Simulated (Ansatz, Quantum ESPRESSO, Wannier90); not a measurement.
# Ballistic channels from Wannier functions: zigzag Cu chain, bond 2.30 Å, width 1.2 Å, part 3 of 5

How many channels does the wire offer, and does a small Wannier basis get them right? The wire: zigzag Cu chain, bond 2.30 Å, width 1.2 Å.

Quantum ESPRESSO 7.5 and Wannier90 3.1.0; plane-wave DFT, LDA, GBRV ultrasoft pseudopotentials; cross-check by Ansatz 0.2.0 with PAW datasets.

So far. Step 2 (Self-consistent run): The run needed 27 iterations to bring the estimated error under 1e-07 Ry; the largest force on any atom, held or free, is 0.67 eV/Å.

### Step 6. Localisation, bands and conductance

Level of this step: maximally localised Wannier functions and ballistic conductance; plane-wave DFT, LDA, GBRV ultrasoft pseudopotentials (Wannier90).

After disentangling and localising, transport_mode = bulk builds principal layers from hoppings within dist_cutoff and counts open channels.

Contents of wan.win:

```
num_wann = 12
num_bands = 37
num_iter = 200
num_print_cycles = 20
conv_tol = 1e-8
conv_window = 5
guiding_centres = true
dis_num_iter = 1500
dis_conv_tol = 1e-8
dis_win_min = -13.9255
dis_win_max = 6.0745
dis_froz_max = -1.4255
search_shells = 120
fermi_energy = -2.9255

transport = true
transport_mode = bulk
one_dim_axis = z
dist_cutoff = 19.52
dist_cutoff_mode = one_dim
tran_win_min = -4.0
tran_win_max = 2.0
tran_energy_step = 0.02

bands_plot = true
bands_num_points = 96
begin kpoint_path
G 0.0 0.0 0.0 Z 0.0 0.0 0.5
end kpoint_path

begin projections
Cu:s;d
end projections

begin unit_cell_cart
ang
  9.0000000000 0.0000000000 0.0000000000
  0.0000000000 8.0000000000 0.0000000000
  0.0000000000 0.0000000000 3.9242833741
end unit_cell_cart

begin atoms_frac
  Cu -0.0666666667 0.0000000000 0.0000000000
  Cu 0.0666666667 0.0000000000 0.5000000000
end atoms_frac

mp_grid = 1 1 10
begin kpoints
  0.0 0.0 0.0000000000
  0.0 0.0 0.1000000000
  0.0 0.0 0.2000000000
  0.0 0.0 0.3000000000
  0.0 0.0 0.4000000000
  0.0 0.0 0.5000000000
  0.0 0.0 0.6000000000
  0.0 0.0 0.7000000000
  0.0 0.0 0.8000000000
  0.0 0.0 0.9000000000
end kpoints
```

Command:

```console
> OMP_NUM_THREADS=1 wannier90.x wan > wan.run.log
```

What it wrote:

```text
[banner, memory and clock lines left out]
+---------------------------------------------------+
             |                                                   |
             |                   WANNIER90                       |
             |                                                   |
             +---------------------------------------------------+
             |                                                   |
             |        Welcome to the Maximally-Localized         |
             |        Generalized Wannier Functions code         |
             |                             |
             |                                                   |
             |                                                   |
             |  Wannier90 Developer Group:                       |
             |    Giovanni Pizzi    (EPFL)                       |
             |    Valerio Vitale    (Cambridge)                  |
             |    David Vanderbilt  (Rutgers University)         |
             |    Nicola Marzari    (EPFL)                       |
             |    Ivo Souza         (Universidad del Pais Vasco) |
             |    Arash A. Mostofi  (Imperial College London)    |
             |    Jonathan R. Yates (University of Oxford)       |
             |                                                   |
             |  For the full list of Wannier90 3.x authors,      |
             |  please check the code documentation and the      |
             |  README on the GitHub page of the code            |
             |                                                   |
             |                                                   |
             |                                                   |
             |  [ref] "Wannier90 as a community code:            |
             |        new features and applications",            |
             |        165902 (2020).                             |
             |            |
             |                                                   |
             |  in any publications arising from the use of      |
             |                                                   |
             |  [ref] "Maximally Localized Generalised Wannier   |
             |         Functions for Composite Energy Bands"     |
             |         N. Marzari and D. Vanderbilt              |
             |         Phys. Rev. B 56 12847 (1997)              |
             |                                                   |
             |  [ref] "Maximally Localized Wannier Functions     |
             |         for Entangled Energy Bands"               |
             |         I. Souza, N. Marzari and D. Vanderbilt    |
             |         Phys. Rev. B 65 035109 (2001)             |
             |                                                   |
             |                                                   |
             | Copyright (c) 1996-2020                           |
             |        The Wannier90 Developer Group and          |
             |        individual contributors                    |
             |                                                   |
             |      Release: 3.1.0        5th March    2020      |
             |                                                   |
             | This program is free software; you can            |
             | redistribute it and/or modify it under the terms  |
             | of the GNU General Public License as published by |
             | the Free Software Foundation; either version 2 of |
             | the License, or (at your option) any later version|
             |                                                   |
             | This program is distributed in the hope that it   |
             | will be useful, but WITHOUT ANY WARRANTY; without |
             | even the implied warranty of MERCHANTABILITY or   |
             | FITNESS FOR A PARTICULAR PURPOSE. See the GNU     |
             | General Public License for more details.          |
             |                                                   |
             | You should have received a copy of the GNU General|
             | Public License along with this program; if not,   |
             | write to the Free Software Foundation, Inc.,      |
             | 675 Mass Ave, Cambridge, MA 02139, USA.           |
             |                                                   |
             +---------------------------------------------------+
[date or host left out]
             +---------------------------------------------------+

 ******************************************************************************
 * -> Using CODATA 2006 constant values                                       *
 *    (                      *
 * -> Using Bohr value from CODATA                                            *
 ******************************************************************************

 Running in serial (with parallel executable)

                                    ------
                                    SYSTEM
                                    ------

                              Lattice Vectors (Ang)
                    a_1     9.000000   0.000000   0.000000
                    a_2     0.000000   8.000000   0.000000
                    a_3     0.000000   0.000000   3.924283

                   Unit Cell Volume:     282.54840  (Ang^3)

                        Reciprocal-Space Vectors (Ang^-1)
                    b_1     0.698132   0.000000   0.000000
                    b_2     0.000000   0.785398   0.000000
                    b_3     0.000000   0.000000   1.601104

 *----------------------------------------------------------------------------*
 |   Site       Fractional Coordinate          Cartesian Coordinate (Ang)     |
 +----------------------------------------------------------------------------+
 | Cu   1  -0.06667   0.00000   0.00000   |   -0.60000   0.00000   0.00000    |
 | Cu   2   0.06667   0.00000   0.50000   |    0.60000   0.00000   1.96214    |
 *----------------------------------------------------------------------------*
                                ------------
                                K-POINT GRID
                                ------------

             Grid size =  1 x  1 x 10      Total points =   10

 *---------------------------------- MAIN ------------------------------------*
 |  Number of Wannier Functions               :                12             |
 |  Number of Objective Wannier Functions     :                12             |
 |  Number of input Bloch states              :                37             |
[...]
Delta: O_D=  0.2476938E-04 O_OD= -0.9990615E-04 O_TOT= -0.7513677E-04 <-- DLTA
 Cycle:     40
[...]
Sum of centres and spreads (  0.000000, -0.000000, 11.772850 )    12.10567909

     40    -0.274E-04     0.0187526925       12.1056790914       0.08  <-- CONV
        O_D=      0.2418360 O_OD=      0.6117038 O_TOT=     12.1056791 <-- SPRD
 Delta: O_D= -0.1420209E-03 O_OD=  0.1146152E-03 O_TOT= -0.2740566E-04 <-- DLTA
 Cycle:     60
[...]
Sum of centres and spreads (  0.000000, -0.000000, 11.772850 )    12.10498478

     60    -0.211E-04     0.0184051077       12.1049847846       0.11  <-- CONV
        O_D=      0.2388766 O_OD=      0.6139690 O_TOT=     12.1049848 <-- SPRD
 Delta: O_D= -0.1364025E-03 O_OD=  0.1153424E-03 O_TOT= -0.2106010E-04 <-- DLTA
 Cycle:     80
[...]
Sum of centres and spreads (  0.000000, -0.000000, 11.772850 )    12.10448700

     80    -0.337E-04     0.0231461246       12.1044870029       0.13  <-- CONV
        O_D=      0.2363965 O_OD=      0.6159513 O_TOT=     12.1044870 <-- SPRD
 Delta: O_D= -0.7547043E-04 O_OD=  0.4181818E-04 O_TOT= -0.3365225E-04 <-- DLTA
 Cycle:    100
[...]
Sum of centres and spreads (  0.000000, -0.000000, 11.772850 )    12.10418194

    100    -0.113E-04     0.0114249447       12.1041819435       0.15  <-- CONV
        O_D=      0.2345454 O_OD=      0.6174973 O_TOT=     12.1041819 <-- SPRD
 Delta: O_D= -0.8791542E-04 O_OD=  0.7656923E-04 O_TOT= -0.1134618E-04 <-- DLTA

 Writing checkpoint file wan.chk... done

 Cycle:    120
[...]
Sum of centres and spreads (  0.000000, -0.000000, 11.772850 )    12.10390885

    120    -0.803E-05     0.0119058844       12.1039088519       0.18  <-- CONV
        O_D=      0.2325363 O_OD=      0.6192333 O_TOT=     12.1039089 <-- SPRD
 Delta: O_D= -0.9881941E-04 O_OD=  0.9078721E-04 O_TOT= -0.8032197E-05 <-- DLTA
 Cycle:    140
[...]
Sum of centres and spreads (  0.000000, -0.000000, 11.772850 )    12.10371477

    140    -0.130E-04     0.0150784116       12.1037147707       0.20  <-- CONV
        O_D=      0.2309146 O_OD=      0.6206610 O_TOT=     12.1037148 <-- SPRD
 Delta: O_D= -0.4675456E-04 O_OD=  0.3372769E-04 O_TOT= -0.1302687E-04 <-- DLTA
 Cycle:    160
[...]
Sum of centres and spreads (  0.000000, -0.000000, 11.772850 )    12.10359417

    160    -0.454E-05     0.0073255560       12.1035941724       0.22  <-- CONV
        O_D=      0.2297016 O_OD=      0.6217534 O_TOT=     12.1035942 <-- SPRD
 Delta: O_D= -0.5889504E-04 O_OD=  0.5435926E-04 O_TOT= -0.4535776E-05 <-- DLTA
 Cycle:    180
[...]
Sum of centres and spreads (  0.000000, -0.000000, 11.772850 )    12.10348520

    180    -0.329E-05     0.0076311444       12.1034851961       0.25  <-- CONV
        O_D=      0.2283944 O_OD=      0.6229515 O_TOT=     12.1034852 <-- SPRD
 Delta: O_D= -0.6636357E-04 O_OD=  0.6307498E-04 O_TOT= -0.3288590E-05 <-- DLTA
 Cycle:    200
[...]
Sum of centres and spreads (  0.000000, -0.000000, 11.772850 )    12.10340541

    200    -0.535E-05     0.0096694944       12.1034054061       0.27  <-- CONV
        O_D=      0.2273302 O_OD=      0.6239360 O_TOT=     12.1034054 <-- SPRD
 Delta: O_D= -0.2823288E-04 O_OD=  0.2287818E-04 O_TOT= -0.5354702E-05 <-- DLTA

 Writing checkpoint file wan.chk... done

 Final State
[...]
WF centre and spread    5  ( -0.597943, -0.000000, -0.000000 )     0.45171937
  WF centre and spread    6  ( -0.594077, -0.000000,  0.000000 )     0.41854856
  WF centre and spread    7  (  0.647732,  0.000000,  1.962142 )     3.63969604
  WF centre and spread    8  (  0.585269,  0.000000,  1.962142 )     0.52993566
  WF centre and spread    9  (  0.600934, -0.000000,  1.962142 )     0.54039186
  WF centre and spread   10  (  0.591993, -0.000000,  1.962142 )     0.47141121
  WF centre and spread   11  (  0.597943, -0.000000,  1.962142 )     0.45171937
  WF centre and spread   12  (  0.594077, -0.000000,  1.962142 )     0.41854856
  Sum of centres and spreads (  0.000000, -0.000000, 11.772850 )    12.10340541

         Spreads (Ang^2)       Omega I      =    11.252139253
        ================       Omega D      =     0.227330203
                               Omega OD     =     0.623935950
    Final Spread (Ang^2)       Omega Total  =    12.103405406
 Time for wannierise            0.233 (sec)

 Writing checkpoint file wan.chk... done

 *---------------------------------------------------------------------------*
 |                               PLOTTING                                    |
 *---------------------------------------------------------------------------*

 Translated centres
    translation centre in fractional coordinate:  0.000000  0.000000  0.250000
  WF centre     1  ( -0.647732,  0.000000,  0.000000 )
  WF centre     2  ( -0.585269, -0.000000,  0.000000 )
  WF centre     3  ( -0.600934,  0.000000,  0.000000 )
  WF centre     4  ( -0.591993, -0.000000,  0.000000 )
  WF centre     5  ( -0.597943, -0.000000, -0.000000 )
  WF centre     6  ( -0.594077, -0.000000,  0.000000 )
  WF centre     7  (  0.647732,  0.000000,  1.962142 )
  WF centre     8  (  0.585269,  0.000000,  1.962142 )
  WF centre     9  (  0.600934, -0.000000,  1.962142 )
  WF centre    10  (  0.591993, -0.000000,  1.962142 )
  WF centre    11  (  0.597943, -0.000000,  1.962142 )
  WF centre    12  (  0.594077, -0.000000,  1.962142 )

 Calculating interpolated band-structure

 Time to calculate interpolated band structure       0.015 (sec)

 Time for plotting              0.018 (sec)

 *---------------------------------------------------------------------------*
 |                              TRANSPORT                                    |
 *---------------------------------------------------------------------------*

 Calculation of Quantum Conductance and DoS: bulk mode

 Maximum imaginary part of the real-space Hamiltonian:     0.000007

     Maximum real part of the real-space Hamiltonian at each lattice point
            Lattice point R           Max |H_ij(R)|
                  -6                     0.000000
                  -5                     0.005074
                  -4                     0.025525
                  -3                     0.028093
                  -2                     0.187581
                  -1                     1.244774
                   0                     4.517629
                   1                     1.244774
                   2                     0.187581
                   3                     0.028093
                   4                     0.025525
                   5                     0.005074
                   6                     0.000000

 Number of unit cells inside the principal layer:     5
 Number of Wannier Functions inside the principal layer:    60

 Calculating quantum conductance and density of states... done

 Time for transport             3.726 (sec)
 Total Execution Time           4.098 (sec)

 *===========================================================================*
 |                             TIMING INFORMATION                            |
 *===========================================================================*
 |    Tag                                                Ncalls      Time (s)|
 |---------------------------------------------------------------------------|
 |kmesh: get                                        :         1         0.012|
 |overlap: allocate                                 :         1         0.000|
 |overlap: read                                     :         1         0.066|
 |dis: main                                         :         1         0.038|
 |wann: main                                        :         1         0.233|
 |plot: main                                        :         1         0.018|
 |tran: main                                        :         1         3.726|
 *---------------------------------------------------------------------------*

 All done: wannier90 exiting
[key lines of the parts left out:]
|  Fermi energy (eV)                         :            -2.925             |
```

The job ended after 4.5 s (1 MPI rank of Arm Neoverse V1, shared host; peak memory 0.09 GiB).

This step gave:

```
lead channels at the Fermi level, one spin                                        : 1.0000
total spread                                                                      : 12.10 Å²
gauge-invariant spread                                                            : 11.25 Å²
largest misfit to plane-wave levels between mesh points, inside the frozen window : 0.01445 eV
```

Per spin. The quantum conductance of the perfect wire, open channels by energy, zero at the Fermi level:

```
energy (eV)  quantum conductance of the perfect wire, open channels
     -3.500                                                  3.3e-7
     -3.000                                                       1
     -2.500                                                       1
     -2.000                                                   1.000
     -1.500                                                    2.97
     -1.020                                                    2.96
     -0.500                                                       1
      0.000                                                       1
      0.500                                                       1
      1.000                                                       1
      1.500                                                       2
      2.000                                                       2
```

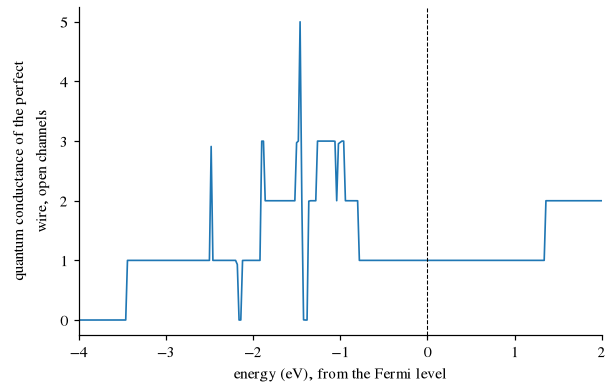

Quantum conductance of the perfect wire, open channels, plotted against energy.

Wannier functions:

```csv
no.,x (Å),y (Å),z (Å),spread (Å²)
1,-0.6477,0,0,3.64
2,-0.5853,0,0,0.5299
3,-0.6009,0,0,0.5404
4,-0.592,0,0,0.4714
5,-0.5979,0,0,0.4517
6,-0.5941,0,0,0.4185
7,0.6477,0,1.962,3.64
8,0.5853,0,1.962,0.5299
9,0.6009,0,1.962,0.5404
10,0.592,0,1.962,0.4714
11,0.5979,0,1.962,0.4517
12,0.5941,0,1.962,0.4185
```

Electronic bands along the path, in eV, zero at the Fermi level; # counts the bands kept:

```
point     #8     #9    #10    #11    #12
    Γ  -1.06  -1.02  -0.94  -0.79   1.34
    Z  -1.01  -0.95  -0.95  -0.01  -0.01
```

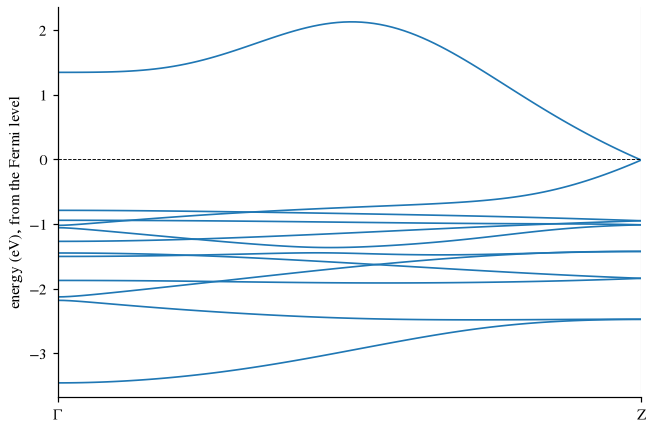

Electronic bands along the path.

Bands and channels are those of the Wannier model: bands that were not projected, and all outside the frozen window, are missing or only approximate.

### Step 7. Neighbour list from wannier90 -pp, with dist_cutoff = 8.63

How much does a setting matter? One run is repeated with a change.

wan_w.win, as its differences from the input of step 6:

```diff
@@ -18,3 +18,3 @@
 one_dim_axis = z
-dist_cutoff = 19.52
+dist_cutoff = 8.63
 dist_cutoff_mode = one_dim
```

Command:

```console
> OMP_NUM_THREADS=1 wannier90.x -pp wan_w > wan_w.pp.log
```

Run time: 0.45 s. Hardware: 1 MPI rank; peak memory 0.09 GiB.

### Step 8. Overlaps and projections

The same post-processing, on the changed run.

Contents of wan_w.p2w.in:

```
&inputpp
  prefix = 'nscf'
  outdir = './out'
  seedname = 'wan_w'
  write_mmn = .true.
  write_amn = .true.
  write_unk = .false.
/
```

Command:

```console
> OMP_NUM_THREADS=1 mpirun -n 2 pw2wannier90.x -in wan_w.p2w.in > wan_w.p2w.out
```

Wall time 6.9 s (2 MPI ranks); peak memory 0.14 GiB; 14 s of CPU time.

(Part 3 of 5 ends here.)

[Logs are printed without paths, hosts, clocks, repeated set-up lines and the standing remarks that a program may print on its own settings, such as how far it seeks lower states.]

[Hosts, paths, dates, database ids (printed as entryN), source tags and the programs' standing remarks are cut or masked in the printed files.]

[Maps of the electrostatic potential energy from Ansatz leave out the sawtooth potential of an applied field or a dipole correction, so their vacuum need not be flat; planar profiles and work functions include it.]
